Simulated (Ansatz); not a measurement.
System: CH on a slab of content Co.

The given structure:
```yaml
crystal:
  lattice:
    - [2.45640, 0.00000, 0.00000]
    - [-1.22820, 2.12730, 0.00000]
    - [0.00000, 0.00000, 22.95410]
  atoms:
    - { symbol: Co, position: [0.66667, 0.33333, 0.37030] }
    - { symbol: Co, position: [0.33333, 0.66667, 0.45677] }
    - { symbol: Co, position: [0.66667, 0.33333, 0.54528] }
    - { symbol: Co, position: [0.33333, 0.66667, 0.62896] }
```

How it was computed, with Ansatz 0.2.0: adsorption at several starting sites on a slab cut from the named crystal, one adsorbate a surface cell, the lower planes held, the adsorption energy counts from the clean slab and the free, spin-polarised adsorbate, negative where bound, plane waves with PAW datasets, Γ-centred k mesh. Level: PBEsol, collinear spin.

crystal formula Co; crystal space group number 194; Miller index h 0; Miller index k 0; Miller index l 1; top plane Co; bottom plane Co; planes 4; surface cell (1, 1); slab thickness as cut 5.95 Å; vacuum 17 Å; surface area 5.226 Å²; wave cutoff 420 eV; k mesh 12×12×1; occupations Gaussian; smearing width 0.1 eV; boundary dipole corrected; adsorbate CH.

Sites are named by a rule of distances and placed in fractions of the cell vectors a and b; the slab's top layers relax too; key: 1 = top site at (0.33, 0.67); 2 = hollow site at (0.00, 0.00); 3 = bridge site at (0.83, 0.67).

What does the calculation give for the adsorption energy of each starting site?

The adsorbate slid sideways from no. 3 (by 0.7 Å). Among these starts the lowest is no. 3, at −6.662 eV; the next, no. 2, is 0.085 eV higher.

```
starting site  adsorption energy (eV)  height over highest slab atom (Å)  lateral move (Å)  dipole change (e Å)
        no. 1                  -4.542                              1.687              0.00                0.087
        no. 2                  -6.577                              1.161              0.00                0.060
        no. 3                  -6.662                              1.159              0.69                0.059
```

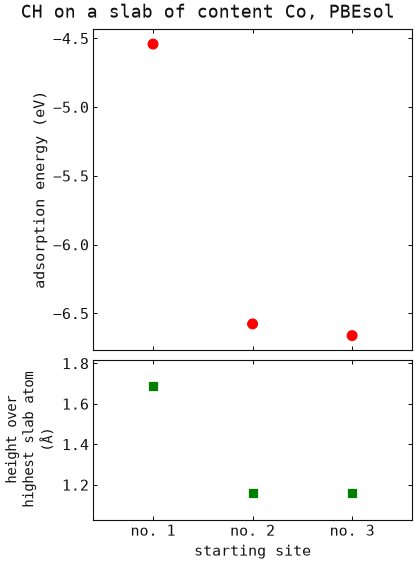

Caveats: xc potential rough in thin density.
